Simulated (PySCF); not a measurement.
Consider C$_{4}$H$_{11}$GeOSiSr (charge +1).

Input

```
{"job": {"kind": "inter", "xc": "PBE0", "basis": "def2-SVP", "disp": "d3bj", "pairs": false}, "charge": 1, "multiplicity": 1, "parts": [{"atoms": "0-17", "charge": -1, "multiplicity": 1}, {"atoms": "18-18", "charge": 2, "multiplicity": 1}]}
C      1.748669     0.017050    -2.901430
C      1.321318    -1.067416    -2.283252
Ge     1.512356    -1.362003    -0.322482
O     -0.118541    -1.302059     0.334475
Si    -1.136210    -0.212511     1.031305
C     -0.615995    -0.085208     2.862809
C     -0.827226     1.495899     0.212420
H      1.619090     0.173318    -3.962814
H      2.263156     0.820874    -2.355927
H      0.808008    -1.848617    -2.833308
H      1.805453    -2.862025    -0.023880
H     -2.455811    -0.771410     0.770792
H      0.455930     0.148934     2.974159
H     -0.794416    -1.027946     3.371710
H     -1.182825     0.675266     3.389487
H     -1.752536     2.056278     0.135554
H     -0.130509     2.124623     0.788524
H     -0.438507     1.371367    -0.802002
Sr     2.953780     0.822235     0.784423
```

Command:

```sh
OMP_NUM_THREADS=1 python cluster_run.py task.json out
```

Geometry: GFN2-xTB; core potentials replace the inner electrons of Sr.

Theory: PySCF, PBE0-D3(BJ)/def2-SVP, SCF density, gas phase, scalar-relativistic core potentials on the heavy atoms.

**Predict the electron density and electron localisation function between the atoms.**

C–C (1.32 Å): ρ at the midpoint is about 2.3 e/Å³; the ELF peaks at about 0.90 between the atoms: a multiple bond.
C–Ge (1.99 Å): ρ is about 0.82 e/Å³ halfway; the ELF peaks at about 0.95 in the valence shell of C, 0.7 Å from its nucleus, and is about 0.70 at the midpoint.
Sr–Ge (2.84 Å): ρ at the midpoint is about 0.33 e/Å³; the ELF peaks at about 0.85 in the valence shell of Ge, 1.2 Å from its nucleus, and is about 0.60 at the midpoint.

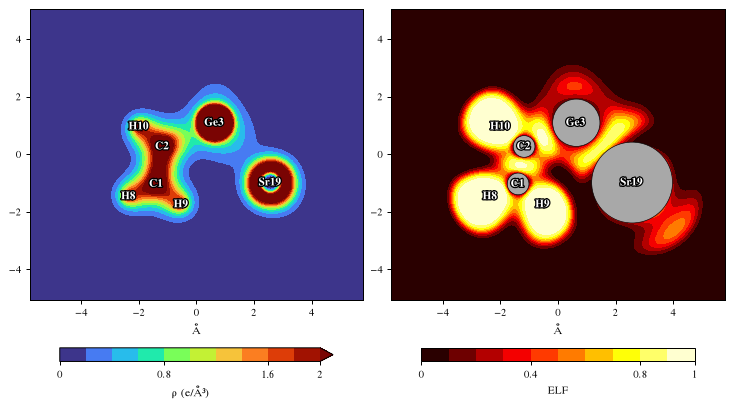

Computed electron density and electron localisation function on the plane of atoms C2, Ge3 and Sr19, in this order. Grey discs cover the atomic cores in the ELF map. 
